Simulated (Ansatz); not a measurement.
# Electron scattering at the Σ3 (112) boundary in bcc Mo, part 3 of 3

Aim: the relaxed structure and the specific resistance of the Σ3 (112) boundary in bcc Mo.

Ansatz 0.2.0; Ansatz plane-wave DFT, PBE, PAW files; relaxation of a bicrystal slab with its lowest layers held; PAW set soft_1 (the session's first sound run).

So far. Step 3 (Transmission across the boundary): Over the solved energies the transmission per spin lies between 1.10 and 1.13, out of 1.99 channels of the lead on average (up to 2.04). Step 4 (Specific resistance): Averaged over the energies near the Fermi level, 56.1 % of the channels pass, which makes 0.615 fΩ m².

### Step 5. Single-crystal slab for reference

This step: Ansatz plane-wave DFT, PBE, PAW files; relaxation of a single-crystal slab with its lowest layers held; PAW set soft_1 (Ansatz 0.2.0).

System of this step: Mo slab, plane (1, 1, 2). The cell holds 15 atoms: 15 Mo. Cell: a = 2.725 Å, b = 4.451 Å, c = 28.987 Å, α = 90.0°, β = 90.0°, γ = 90.0°. It derives from Mo. Vacuum lies along c.

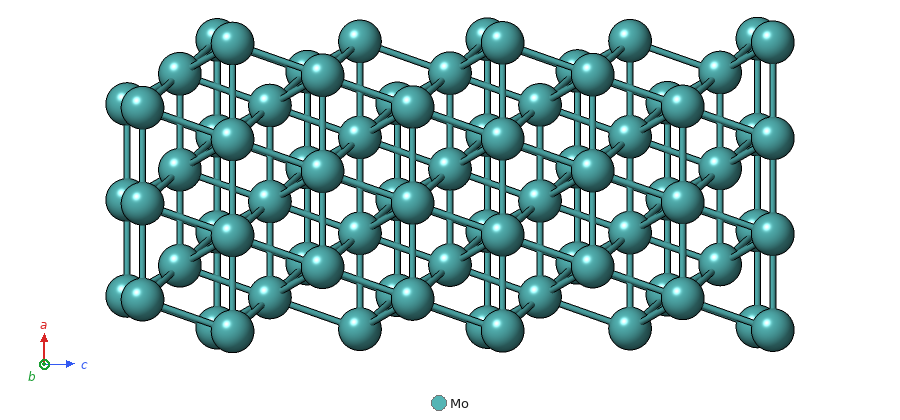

The cell of this step (molybdenum teal). 3×1×1 cells are drawn. Some periodic images of atoms are drawn too.

input.yaml

```yaml
crystal:
  lattice:
    - [2.7253819457, 0.0, 0.0]
    - [0.0, 4.4505300808, 0.0]
    - [0.0, 0.0, 28.9866031814]
  atoms:
    - { symbol: Mo, position: [0.3333333332, 0.0, 0.1724934781] }
    - { symbol: Mo, position: [0.6666666665, 0.5, 0.2168159315] }
    - { symbol: Mo, position: [0.9999999999, 0.0, 0.261138385] }
    - { symbol: Mo, position: [0.3333333332, 0.5, 0.3054608384] }
    - { symbol: Mo, position: [0.6666666665, 0.0, 0.3497832919] }
    - { symbol: Mo, position: [0.9999999999, 0.5, 0.3941057453] }
    - { symbol: Mo, position: [0.3333333332, 0.0, 0.4384281987] }
    - { symbol: Mo, position: [0.6666666666, 0.5, 0.4827506522] }
    - { symbol: Mo, position: [0.9999999999, 0.0, 0.5270731056] }
    - { symbol: Mo, position: [0.3333333333, 0.5, 0.5713955591] }
    - { symbol: Mo, position: [0.6666666666, 0.0, 0.6157180125] }
    - { symbol: Mo, position: [1.0, 0.5, 0.660040466] }
    - { symbol: Mo, position: [0.3333333333, 0.0, 0.7043629194] }
    - { symbol: Mo, position: [0.6666666667, 0.5, 0.7486853729] }
    - { symbol: Mo, position: [0.0, 0.0, 0.7930078263] }
kpoints:
  mp_grid: { grid: [9, 5, 1] }
hamiltonian:
  xc: pbe
  pseudopotentials: { kind: paw, azcp: { folder: soft_1 } }
scf:
  occupations: { method: fermi_dirac, width: 0.1 }
relax:
  f_tol: 0.03
  max_steps: 80
  constraints: [{ sites: [0, 1, 2] }]
```

Command:

```sh
$ ansatz run input.yaml --threads 8 --pin off --max-ram 15360MiB --backend cpu --events-out ev --progress --plain --runs-dir out
```

Numbers of over 12 decimals in the logs are rounded to 6 here.

The log of the run:

```text
Warning: crystal.symmetry: narrowed to the stabiliser of the relax constraints — unitary ops 4 → 2; lowered at sites 0, 1, 2, 12, 13, 14 (the operations that carried what is held of a site onto what its image site leaves free; the constrained walk keeps no symmetry that its constraints do not admit)
[...]
Crystal: 15 atoms, lattice volume = 351.590 Å³
Basis set: ecut = 420 eV, 6951 PW (Γ), exchange–correlation on 40×60×400 points (8 copies of the dense FFT grid, shifted against one another)
Bands: 126, of which v1, the nominal top of the filled ones, is band 105 counted from 1 (104 counted from 0)
Symmetry: 2 space group operations
k-points: 15 of 45 (time reversal used)
[...]
SCF iter   1: F=—  HF=-74348.042399 eV  |F-HF|=—  |Δ(HF+E_count)|=         —  Δρ=8.91e-2  dr2=1.53e2  ethr=3.10e-3  ⟨swp⟩=8.1  Hψ=8371  notcnv=0
[...]
SCF iter  10: F=-74336.231642 eV  HF=-74336.231644 eV  |F-HF|=1.63e-6  |Δ(HF+E_count)|=   1.50e-6  Δρ=1.41e-5  dr2=2.44e-6  ethr=1.07e-8  ⟨swp⟩=4.3  Hψ=5566  notcnv=0
SCF 1 converged in 10 iterations: F = -74336.231642 eV  dr2 = 2.44e-6
[...]
relax step   1: F+E_penalty+E_count = -74336.23164224 eV  Δ(F+E_penalty+E_count) = +0.000e0 eV  max|allowed force component| = 1.524e0 eV/Å  Δτ_max = 0.0000 Å  (10 SCF iters, dr2 threshold 2.25e-5 eV, accepted)
[...]
SCF iter   1: F=—  HF=-74336.415328 eV  |F-HF|=—  |Δ(HF+E_count)|=         —  Δρ=1.08e-2  dr2=2.00e0  ethr=7.33e-4  ⟨swp⟩=1.6  Hψ=6297  notcnv=0
eigensolver tolerance schedule calibrated: the retry pair's looser diagonalisation under-reported the residual by θ = 0.23 (0.37/decade); ethr = c·dr2/N_el runs at the constant in force after the calibration composes with the one it found (an armed cap, an earlier calibration), c = 7.4e-3
[...]
SCF iter   2: F=—  HF=-74336.378337 eV  |F-HF|=—  |Δ(HF+E_count)|=   3.70e-2  Δρ=4.22e-3  dr2=1.77e-1  ethr=7.03e-5  ⟨swp⟩=3.7  Hψ=4792  notcnv=0
[...]
SCF iter   5: F=-74336.354251 eV  HF=-74336.354253 eV  |F-HF|=1.76e-6  |Δ(HF+E_count)|=   4.42e-5  Δρ=9.46e-5  dr2=6.03e-5  ethr=3.51e-9  ⟨swp⟩=3.1  Hψ=8526  notcnv=0
SCF 2 converged in 5 iterations: F = -74336.354251 eV  dr2 = 6.03e-5
[...]
relax step   2: F+E_penalty+E_count = -74336.35425130 eV  Δ(F+E_penalty+E_count) = -1.226e-1 eV  max|allowed force component| = 1.037e0 eV/Å  Δτ_max = 0.1950 Å  (5 SCF iters, dr2 threshold 1.00e-4 eV, accepted)
[...]
SCF iter   6: F=-74336.413109 eV  HF=-74336.413116 eV  |F-HF|=6.71e-6  |Δ(HF+E_count)|=   2.37e-6  Δρ=2.86e-5  dr2=9.81e-6  ethr=1.06e-8  ⟨swp⟩=4.7  Hψ=5760  notcnv=0
SCF 3 converged in 6 iterations: F = -74336.413109 eV  dr2 = 9.81e-6
[...]
relax step   3: F+E_penalty+E_count = -74336.41310888 eV  Δ(F+E_penalty+E_count) = -5.886e-2 eV  max|allowed force component| = 1.124e-1 eV/Å  Δτ_max = 0.1208 Å  (6 SCF iters, dr2 threshold 6.73e-5 eV, accepted)
[...]
relax step   4: F+E_penalty+E_count = -74336.41531218 eV  Δ(F+E_penalty+E_count) = -2.203e-3 eV  max|allowed force component| = 6.986e-2 eV/Å  Δτ_max = 0.0307 Å  (8 SCF iters, accepted)
SCF iter   1: F=—  HF=-74336.416880 eV  |F-HF|=—  |Δ(HF+E_count)|=         —  Δρ=8.48e-4  dr2=6.43e-3  ethr=8.73e-6  ⟨swp⟩=2.1  Hψ=3084  notcnv=0
[...]
SCF iter   6: F=-74336.416345 eV  HF=-74336.416345 eV  |F-HF|=1.79e-8  |Δ(HF+E_count)|=   8.11e-9  Δρ=1.88e-6  dr2=2.52e-8  ethr=4.76e-11  ⟨swp⟩=5.3  Hψ=6856  notcnv=0
SCF 5 converged in 6 iterations: F = -74336.416345 eV  dr2 = 2.52e-8
relax step   5: F+E_penalty+E_count = -74336.41634510 eV  Δ(F+E_penalty+E_count) = -1.033e-3 eV  max|allowed force component| = 1.332e-2 eV/Å  Δτ_max = 0.0098 Å  (6 SCF iters, accepted)
SCF converged after 6 iterations
Free energy (F): -74336.416345 eV
[...]
Internal energy: -74336.044099 eV  (E = F + TS)
E sigma→0 (E₀):  -74336.230222 eV
Entropy (-TS):   -0.372246 eV (-24.816 meV/atom)
Fermi energy:    12.747129 eV
[...]
--- Forces (eV/Å), atoms counted from 1 ---
  atom   1  Mo    -0.04953233     0.00000000     1.54245563
  atom   2  Mo    -0.22031391    -0.00000000    -0.93413106
  atom   3  Mo     0.27853161     0.00000000    -0.60942673
  atom   4  Mo    -0.00236900    -0.00000000    -0.00727638
  atom   5  Mo    -0.00020709    -0.00000000    -0.00017254
  atom   6  Mo    -0.00497301    -0.00000000    -0.01019393
  atom   7  Mo     0.00270772     0.00000000     0.00827904
  atom   8  Mo     0.00018833    -0.00000000     0.00396266
  atom   9  Mo     0.00435245    -0.00000000     0.01332411
  atom  10  Mo    -0.00111781     0.00000000     0.00314302
  atom  11  Mo    -0.00148622     0.00000000     0.00427074
  atom  12  Mo     0.00014515     0.00000000     0.00138122
  atom  13  Mo     0.00538003     0.00000000    -0.00537464
  atom  14  Mo    -0.00727991     0.00000000    -0.00329529
  atom  15  Mo    -0.00405570    -0.00000000    -0.00703909
  max |Σ_I F_I| component: 9.32e-5 eV/Å
--- Relaxed structure (5 steps of the walk, 5 accepted, 0 SCFs on fresh bases) ---
  F+E_penalty+E_count = -74336.41634510 eV   max|allowed force component| = 1.332e-2 eV/Å
  atoms:
    - { symbol: Mo, position: [0.333333, 0.0, 0.172493] }
    - { symbol: Mo, position: [0.666667, 0.5, 0.216816] }
    - { symbol: Mo, position: [1.000000, 0.0, 0.261138] }
    - { symbol: Mo, position: [0.329183, 0.5, 0.305239] }
    - { symbol: Mo, position: [0.660501, 0, 0.350808] }
    - { symbol: Mo, position: [0.989473, 0.5, 0.395037] }
    - { symbol: Mo, position: [0.323689, 0, 0.439698] }
    - { symbol: Mo, position: [0.656340, 0.5, 0.484548] }
    - { symbol: Mo, position: [0.986920, 0, 0.528954] }
    - { symbol: Mo, position: [0.324957, 0.5, 0.573848] }
    - { symbol: Mo, position: [0.651533, 0, 0.617733] }
    - { symbol: Mo, position: [0.981427, 0.5, 0.663696] }
    - { symbol: Mo, position: [0.305720, 0, 0.708171] }
    - { symbol: Mo, position: [0.665028, 0.5, 0.753139] }
    - { symbol: Mo, position: [-0.000601018, 0, 0.790781] }
```

It took 63 s on 8 threads of Intel Xeon at 2.50GHz (Skylake/Cascade Lake), shared host; peak memory 1.9 GiB.

Step by step:

| step | energy less that of the first step (eV) | largest force component (eV/Å) |
| --- | --- | --- |
| 1 | 0.0000 | 1.5244 |
| 2 | -0.1226 | 1.0375 |
| 3 | -0.1815 | 0.1124 |
| 4 | -0.1837 | 0.0699 |
| 5 | -0.1847 | 0.0133 |

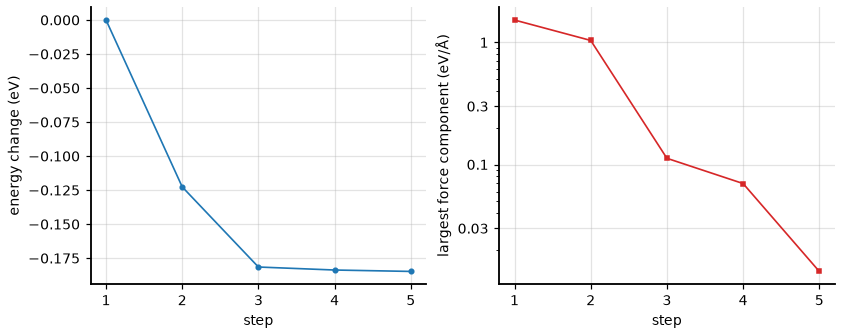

Energy and largest force along the relaxation.

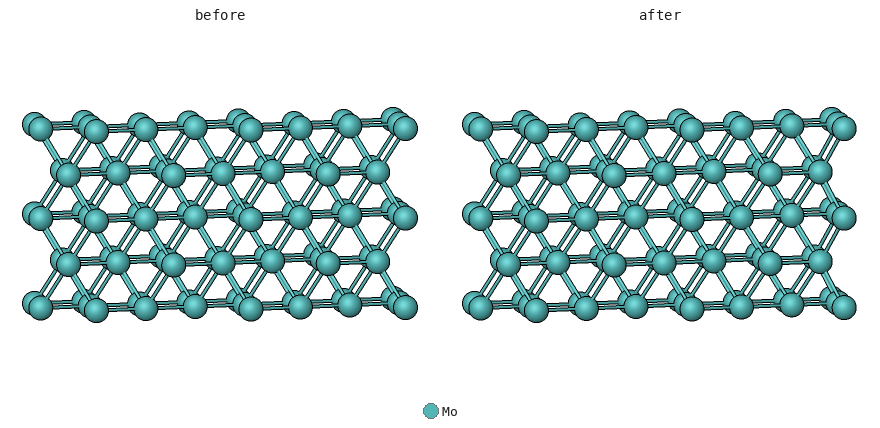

The structure before and after the relaxation, drawn at the same scale.

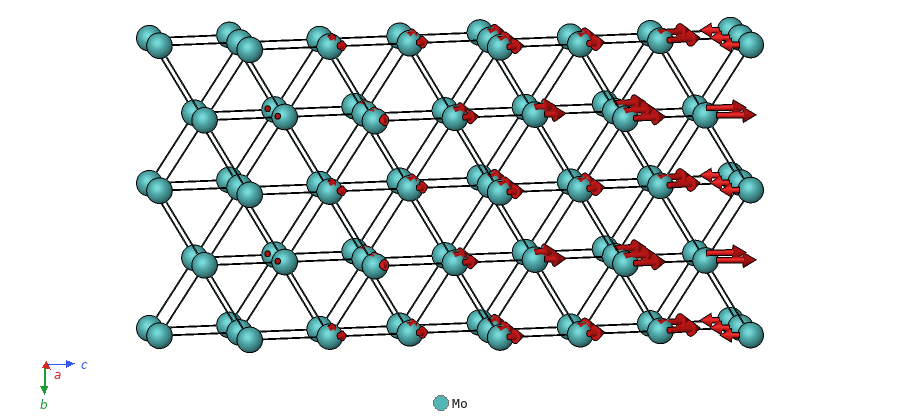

Displacements in the relaxation, exaggerated; the longest in the cell stands for 0.13 Å. 2×2×1 cells are drawn. Some periodic images of atoms are drawn too.

The atoms that moved most (Å):

| atom | dx | dy | dz | length |
| --- | --- | --- | --- | --- |
| Mo13 | -0.075 | 0.000 | 0.110 | 0.134 |
| Mo14 | -0.004 | 0.000 | 0.129 | 0.129 |
| Mo12 | -0.051 | 0.000 | 0.106 | 0.117 |
| Mo10 | -0.023 | 0.000 | 0.071 | 0.075 |
| Mo11 | -0.041 | 0.000 | 0.058 | 0.072 |
| Mo9 | -0.036 | 0.000 | 0.055 | 0.065 |
| Mo15 | -0.002 | 0.000 | -0.065 | 0.065 |
| Mo8 | -0.028 | 0.000 | 0.052 | 0.059 |

The relaxed structure:

```xyz
15
Lattice="2.7254 0.0000 0.0000 0.0000 4.4505 0.0000 0.0000 0.0000 28.9866" Properties=species:S:1:pos:R:3
Mo    0.9085    0.0000    5.0000
Mo    1.8169    2.2253    6.2848
Mo    2.7254    0.0000    7.5695
Mo    0.8972    2.2253    8.8478
Mo    1.8001    0.0000   10.1687
Mo    2.6967    2.2253   11.4508
Mo    0.8822    0.0000   12.7453
Mo    1.7888    2.2253   14.0454
Mo    2.6897    0.0000   15.3326
Mo    0.8856    2.2253   16.6339
Mo    1.7757    0.0000   17.9060
Mo    2.6748    2.2253   19.2383
Mo    0.8332    0.0000   20.5275
Mo    1.8125    2.2253   21.8310
Mo   -0.0016    0.0000   22.9221
```

This step gave:

- free energy: -74336.4163 eV
- energy at zero smearing: -74336.2302 eV
- Fermi energy: 12.75 eV

The largest force component on a free atom ends at 0.013 eV/Å, under the tolerance of 0.03, after 5 steps.

### Step 6. Bulk reference

This step: Ansatz plane-wave DFT, PBE, PAW files; bulk reference; PAW set soft_1 (Ansatz 0.2.0).

System of this step: Mo. It takes space group Im-3m (No. 229, cubic). Conventional cell: a = 3.147 Å, b = 3.147 Å, c = 3.147 Å, α = 90.00°, β = 90.00°, γ = 90.00°. Mo has 8 Mo at 2.73 Å nearest.

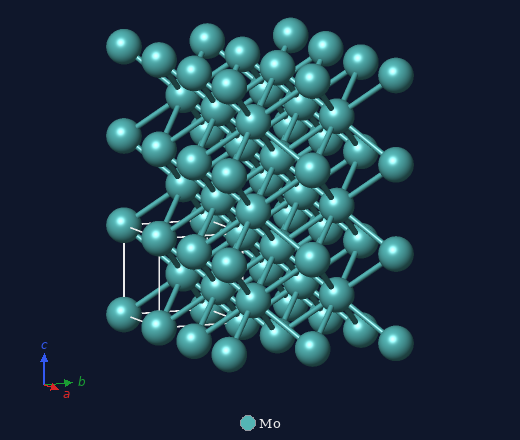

The cell of this step (molybdenum teal). 3×2×3 conventional cells are drawn. Some periodic images of atoms are drawn too.

input.yaml, the sections that differ from step 5:

```yaml
crystal:
  lattice:
    - [-1.5735, 1.5735, 1.5735]
    - [1.5735, -1.5735, 1.5735]
    - [1.5735, 1.5735, -1.5735]
  atoms:
    - { symbol: Mo, position: [0.0, 0.0, 0.0] }
kpoints:
  mp_grid: { grid: [19, 19, 19] }
# hamiltonian, scf: as in step 5
# relax: removed
```

The log of the run:

```text
[...]
Crystal: 1 atoms, lattice volume = 15.583 Å³
Basis set: ecut = 420 eV, 321 PW (Γ)
Bands: 11, of which v1, the nominal top of the filled ones, is band 7 counted from 1 (6 counted from 0)
Symmetry: 48 space group operations
[...]
k-points: 220 of 6859
[...]
SCF iter   1: F=—  HF=-4956.682293 eV  |F-HF|=—  |Δ(HF+E_count)|=         —  Δρ=1.06e-1  dr2=1.75e0  ethr=3.10e-3  ⟨swp⟩=5.0  Hψ=13536  notcnv=0
[...]
SCF iter   6: F=-4956.064799 eV  HF=-4956.064799 eV  |F-HF|=2.67e-8  |Δ(HF+E_count)|=   1.10e-7  Δρ=3.18e-5  dr2=4.55e-8  ethr=7.14e-10  ⟨swp⟩=3.0  Hψ=5754  notcnv=0
SCF 1 converged in 6 iterations: F = -4956.064799 eV  dr2 = 4.55e-8
[...]
SCF converged after 6 iterations
Free energy (F): -4956.064799 eV
[...]
Internal energy: -4956.043863 eV  (E = F + TS)
E sigma→0 (E₀):  -4956.054331 eV
Entropy (-TS):   -0.020936 eV (-20.936 meV/atom)
Fermi energy:    21.155097 eV
[...]
```

It took 0.81 s on 8 threads; peak memory 0.31 GiB; 3.4 s of CPU time.

Numbers from this step:

```
free energy             : -4956.0648 eV
energy at zero smearing : -4956.0543 eV
Fermi energy            : 21.16 eV
```

### Step 7. Boundary energy

This step: Ansatz plane-wave DFT, PBE, PAW files; bicrystal less single-crystal slab less bulk atoms, a boundary area; PAW set soft_1 (Ansatz 0.2.0).

This step gave:

```yaml
excess_energy_of_the_cell: 0.4118 eV
boundary_energy: 0.5440 J/m²
```

The boundary costs 0.54 J/m².

By hand: 0.412 eV / 12.13 Å² × 16.02 = 0.544 J/m².

### Step 8. Outcome

```json
{
  "specific resistance of the boundary": "0.615 fΩ m²",
  "share of channels that pass": "0.561",
  "boundary energy": "0.544 J/m²"
}
```

The boundary has a specific resistance of 0.61 fΩ m² and an energy of 0.54 J/m². The boundary reflects 44 % of the channels; 0.61 fΩ m² is 6.1×10⁻¹² Ω·cm². That equals the resistance of 11 nm of bulk Mo at 300 K (measured 5.52 µΩ cm, CRC Handbook of Chemistry and Physics, 84th ed., 2003, Electrical Resistivity of Pure Metals). One starting structure was relaxed; another shift or atom count at the boundary may lie lower.

[Logs are printed without paths, hosts, clocks, repeated set-up lines and the standing remarks that a program may print on its own settings, such as how far it seeks lower states.]

[Hosts, paths, dates, database ids (printed as entryN), source tags and the programs' standing remarks are cut or masked in the printed files.]
